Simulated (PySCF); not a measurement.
## Electronic structure of C₅H₁₅NW (SMILES C[N]=[W]([CH3])([CH3])([CH3])[CH3]) in real space

```xyz
22

W     0.2057   -0.1330   -0.1359
N     0.0248   -0.0656    1.5831
C    -0.0984    0.0548    2.9862
H     0.6664   -0.5491    3.5044
H     0.0337    1.1044    3.3000
H    -1.0910   -0.2827    3.3295
C     2.1778    0.1459   -0.9432
H     2.7290   -0.8010   -0.7741
H     2.7668    0.9495   -0.4749
H     2.1523    0.3294   -2.0323
C    -0.1148    1.9535   -0.6251
H     0.7722    2.4895   -0.2423
H    -1.0116    2.4126   -0.1900
H    -0.1544    2.0876   -1.7195
C    -1.8466   -0.0245   -0.9300
H    -1.7428    0.0272   -2.0303
H    -2.4080    0.8642   -0.6131
H    -2.4428   -0.9198   -0.6998
C    -0.1967   -2.1381   -0.7430
H     0.7858   -2.6132   -0.5212
H    -0.4117   -2.2564   -1.8174
H    -0.9597   -2.6803   -0.1681
```

Geometry: PBE0-D3(BJ)/def2-SVP; core potentials replace the inner electrons of W.

The calculation used CAM-B3LYP/def2-SVPD, SCF density, gas phase, scalar-relativistic core potentials on the heavy atoms in PySCF 2.14.0.

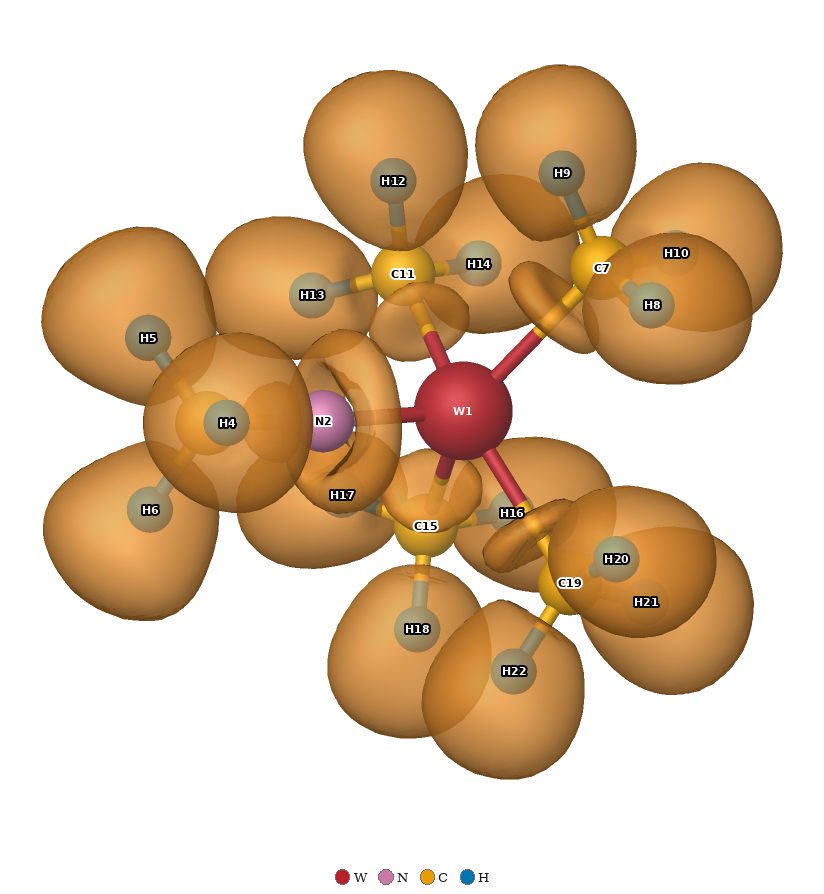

Figure 1. Isosurface of the ELF at 0.8 (orange), seen at a tilt. Only the valence region is drawn (cores and ρ < 0.01 e/Å³ removed).

**Identify the bonds, lone pairs and shells in this picture.**

The ELF exceeds this value in one region between bonded C–N atoms (shared pairs), 15 regions around hydrogen nuclei, four lobes of the valence shell of C pointing towards W (polar bonds) and one region wrapped around N (its valence shell). Along the contacts the grid gives the following. C–N (1.41 Å): the ELF peaks at about 0.95 between the atoms: a covalent bond. W–N (1.73 Å): the ELF peaks at about 0.80 in the valence shell of N, 0.6 Å from its nucleus, and drops to about 0.30 between the two atoms.

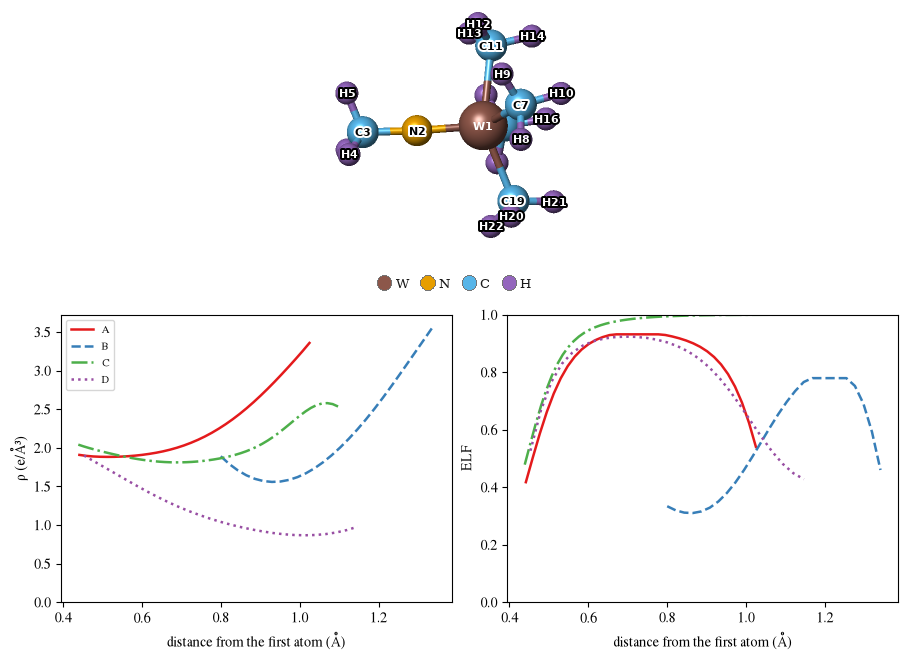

Figure 2. Electron density and electron localisation function along straight lines between neighbouring atoms. The curves leave out the atomic cores. The structure is drawn too.

**Which curve belongs to which contact (C–H, C–N, C–W and W–N)? The first atom named is at distance zero.**

Curve A: C–N (1.41 Å): ρ is about 2 e/Å³ halfway; the ELF peaks at about 0.95 between the atoms: a shared electron pair. Curve B: W–N (1.73 Å): ρ at the midpoint is about 1.6 e/Å³; the ELF peaks at about 0.80 in the valence shell of N, 0.6 Å from its nucleus, and drops to about 0.30 between the two atoms. Curve C: C–H (1.10 Å): the density is about 1.9 e/Å³ at the midpoint; the ELF climbs to about 1 towards the hydrogen, as it does in any bond to H: an ordinary covalent bond to hydrogen. Curve D: C–W (2.13 Å): ρ at the midpoint is about 0.88 e/Å³; the ELF peaks at about 0.90 in the valence shell of C, 0.7 Å from its nucleus, and is about 0.50 at the midpoint.
